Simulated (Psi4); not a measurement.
# HF/def2-SVP (core potential) run of SnCl4 (tin tetrachloride)

Aim: the vertical singlet–triplet gap of SnCl4 (tin tetrachloride) at HF/def2-SVP (core potential), from 2 runs. 

Program for the calculation: Psi4 1.11.

2 further runs of the same task are left out: 2 set aside as unsound or not needed.

### Step 1. The system as given

SnCl4: 5 atoms, total charge 0, spin state singlet. As SMILES, `[Cl][Sn]([Cl])([Cl])[Cl]`. Geometry: relaxed at PBE0-D4/def2-TZVP.

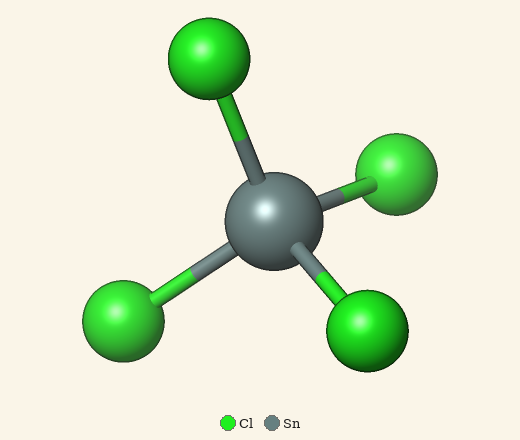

The structure, seen from a chosen angle (chlorine green, tin teal).

### Step 2. Energy and forces at HF/def2-SVP (core potential)

job.py

```python
import psi4

psi4.set_memory(2200000000)
psi4.set_num_threads(1)
psi4.set_output_file('output.dat', False)

m = psi4.geometry("""
0 1
Cl
Sn 1 2.287484
Cl 2 2.287458 1 109.47044
Cl 2 2.287395 3 109.47141 1 -119.99967
Cl 2 2.287446 4 109.47266 3 120.00058
symmetry c1
""")

psi4.set_options(dict(basis='def2-SVP', puream=True, e_convergence=1e-09, d_convergence=1e-08, scf_type='pk'))

result, w = psi4.gradient('hf', molecule=m, return_wfn=True)
psi4.oeprop(w, 'QUADRUPOLE', 'DIPOLE', 'MULLIKEN_CHARGES', title='HF')
print('gradient / Eh bohr^-1')
print(result.np.round(6))
print(f'energy = {w.energy():.10f} Eh')
```

The run is started by

```
$ python job.py
```

output.dat:

```text
[...]
    !!!  WARNING: ECP capability is in beta. Please check occupations closely.  !!!
[...]
  Running in c1 symmetry.
[...]
  Nuclear repulsion =  591.733352028766149
[...]
  Multiplicity = 1
[...]
  Nalpha       = 45
  Nbeta        = 45
[...]
    Number of basis functions: 98
[...]
   @RHF iter   1: -2050.88763113890082   -1.60781e+00   3.10405e-03 DIIS/ADIIS
[...]
   @RHF iter  10: -2050.94866363797792   -3.18323e-12   4.22798e-09 DIIS
[...]
  @RHF Final Energy: -2050.94866363797792
   => Energetics <=
    Nuclear Repulsion Energy =            591.7333520287661486
    One-Electron Energy =               -4095.7914405142696523
    Two-Electron Energy =                1453.1094248475258155
    Total Energy =                      -2050.9486636379779156
[...]
  -Total Gradient:
     Atom            X                  Y                   Z
    ------   -----------------  -----------------  -----------------
       1        0.000000017621    -0.000000177925     0.008833769123
       2        0.000014945966     0.000013278605     0.000018620749
       3        0.000000020670     0.008337488196    -0.002947735615
       4       -0.007238520240    -0.004179715406    -0.002955447434
       5        0.007223535955    -0.004170873484    -0.002949206815
[...]
 Multipole Moments:
 ------------------------------------------------------------------------------------
     Multipole            Electronic (a.u.)      Nuclear  (a.u.)        Total (a.u.)
 ------------------------------------------------------------------------------------
 L = 1.  Multiply by 2.5417464519 to convert [e a0] to [Debye]
 Dipole X            :          0.0007116           -0.0006163            0.0000953
 Dipole Y            :          0.0009336           -0.0008281            0.0001055
 Dipole Z            :          0.0010480           -0.0009183            0.0001296
 Magnitude           :                                                    0.0001924
 L = 2.  Multiply by 1.3450342976 to convert [e a0^2] to [Debye ang]
 Quadrupole XX       :       -481.1393660          423.5309234          -57.6084426
 Quadrupole XY       :          0.0040356           -0.0038518            0.0001838
[...]
  Mulliken Charges: (a.u.)
   Center  Symbol    Alpha    Beta     Spin     Total
       1    CL     8.65551  8.65551  0.00000 -0.31102
       2    SN    10.37800 10.37800  0.00000  1.24401
       3    CL     8.65550  8.65550  0.00000 -0.31101
       4    CL     8.65549  8.65549  0.00000 -0.31098
       5    CL     8.65550  8.65550  0.00000 -0.31100
   Total alpha = 45.00000, Total beta = 45.00000, Total charge = -0.00000
```

Standard output:

```text
gradient / Eh bohr^-1
[[ 0.000e+00 -0.000e+00  8.834e-03]
 [ 1.500e-05  1.300e-05  1.900e-05]
 [ 0.000e+00  8.337e-03 -2.948e-03]
 [-7.239e-03 -4.180e-03 -2.955e-03]
 [ 7.224e-03 -4.171e-03 -2.949e-03]]
energy = -2050.9486636380 Eh
```

It took 9.3 s on 1 thread of AMD EPYC 7R43 (Zen 3), shared host; peak memory 0.36 GiB.

### Step 3. The triplet: a single-point energy at UHF/def2-SVP (core potential)

cl4sn.xyz

```xyz
5
Cl4Sn
Cl    -1.096620    -0.161700     2.000940
Sn    -0.000010     0.000000    -0.000030
Cl     1.898840    -1.273760     0.066050
Cl    -1.361990    -0.748170    -1.678550
Cl     0.559780     2.183620    -0.388420
```

cl4sn.py

```python
import psi4

psi4.set_memory('2200 MB')
psi4.set_num_threads(1)
psi4.set_output_file('cl4sn.out', False)

with open('cl4sn.xyz') as f:
    atoms = ''.join(f.readlines()[2:])
molecule = psi4.geometry('0 3\n' + atoms + 'symmetry c1')

psi4.set_options(dict(reference='uhf', puream=True, e_convergence=1e-09, d_convergence=1e-08, scf_type='pk', maxiter=100))

e, wfn = psi4.energy('hf/def2-SVP', molecule=molecule, return_wfn=True)
print('E =', round(e, 9))
for k, v in sorted(psi4.core.scalar_variables().items()):
    print(f'{k:45s} {v:18.10f}')
```

The run is started by

```
$ python cl4sn.py
```

cl4sn.out:

```text
[...]
    !!!  WARNING: ECP capability is in beta. Please check occupations closely.  !!!
[...]
  Running in c1 symmetry.
[...]
  Nuclear repulsion =  591.733398551291884
[...]
  Multiplicity = 3
[...]
  Nalpha       = 46
  Nbeta        = 44
[...]
    Number of basis functions: 98
[...]
   @UHF iter   1: -2050.65058848040144   -1.40559e+00   2.69118e-03 DIIS/ADIIS
[...]
   @UHF iter  34: -2050.71379376421874   -2.68301e-11   8.50658e-09 DIIS
[...]
   @S^2 Observed:                2.033798759E+00
[...]
    Orbital Energies [Eh]
    ---------------------
    Alpha Occupied:
       1A   -104.873433     2A   -104.873371     3A   -104.772487
       4A   -104.772455     5A    -10.638334     6A    -10.638280
       7A    -10.536863     8A    -10.536860     9A     -8.123681
      10A     -8.123625    11A     -8.109159    12A     -8.109105
      13A     -8.105710    14A     -8.105656    15A     -8.013978
      16A     -8.013973    17A     -8.008038    18A     -8.008027
      19A     -8.007935    20A     -8.007932    21A     -5.929864
      22A     -4.118806    23A     -4.114630    24A     -4.112904
      25A     -1.397882    26A     -1.395059    27A     -1.388811
      28A     -1.383968    29A     -1.381333    30A     -1.191089
      31A     -1.173172    32A     -1.081021    33A     -1.064500
      34A     -0.719689    35A     -0.613207    36A     -0.599403
[...]
  @UHF Final Energy: -2050.71379376421874
   => Energetics <=
    Nuclear Repulsion Energy =            591.7333985512918844
    One-Electron Energy =               -4096.8932032893626456
    Two-Electron Energy =                1454.4460109738520259
    Total Energy =                      -2050.7137937642187353
  UHF NO Occupations:
  HONO-2 :   44  A 1.9886716
  HONO-1 :   45  A 1.0000000
[...]
 Multipole Moments:
 ------------------------------------------------------------------------------------
     Multipole            Electronic (a.u.)      Nuclear  (a.u.)        Total (a.u.)
 ------------------------------------------------------------------------------------
 L = 1.  Multiply by 2.5417464519 to convert [e a0] to [Debye]
 Dipole X            :         -1.0608560            0.0004616           -1.0603945
 Dipole Y            :         -0.3923790           -0.0000923           -0.3924713
 Dipole Z            :          0.1371869            0.0012924            0.1384793
 Magnitude           :                                                    1.1391429
[...]
```

The script printed:

```text
E = -2050.713793764
CURRENT ENERGY                                  -2050.7137937642
CURRENT REFERENCE ENERGY                        -2050.7137937642
DD SOLVATION ENERGY                                 0.0000000000
HF KINETIC ENERGY                                1921.0677460374
HF POTENTIAL ENERGY                             -3971.7815398016
HF TOTAL ENERGY                                 -2050.7137937642
HF VIRIAL RATIO                                     2.0674864528
NUCLEAR REPULSION ENERGY                          591.7333985513
ONE-ELECTRON ENERGY                             -4096.8932032894
PCM POLARIZATION ENERGY                             0.0000000000
PE ENERGY                                           0.0000000000
SCF ITERATION ENERGY                            -2050.7137937642
SCF ITERATIONS                                     34.0000000000
SCF TOTAL ENERGY                                -2050.7137937642
TWO-ELECTRON ENERGY                              1454.4460109739
```

Wall time 5.4 s (1 thread of AMD EPYC 7R43 (Zen 3), shared host); peak memory 0.36 GiB.

### Step 4. Results

Level: HF/def2-SVP (core potential).

```
                                        quantity           value
                           singlet: total energy  -2050.94866 Eh
                          singlet: dipole moment          0.00 D
                            singlet: HOMO energy       -13.10 eV
                            singlet: LUMO energy         0.82 eV
                          singlet: HOMO–LUMO gap        13.91 eV
               singlet: largest force on an atom      0.456 eV/Å
                           triplet: total energy  -2050.71379 Eh
                          triplet: dipole moment          2.90 D
     triplet: HOMO energy (highest over α and β)        -6.39 eV
      triplet: LUMO energy (lowest over α and β)        -5.06 eV
                                   triplet: ⟨S²⟩           2.034
vertical energy of the triplet above the singlet        6.391 eV
```

In words: At this shape the triplet lies 6.39 eV (617 kJ/mol) above the singlet. The largest force (singlet) is 0.46 eV/Å: the shape isn't a stationary point for this species at this level.
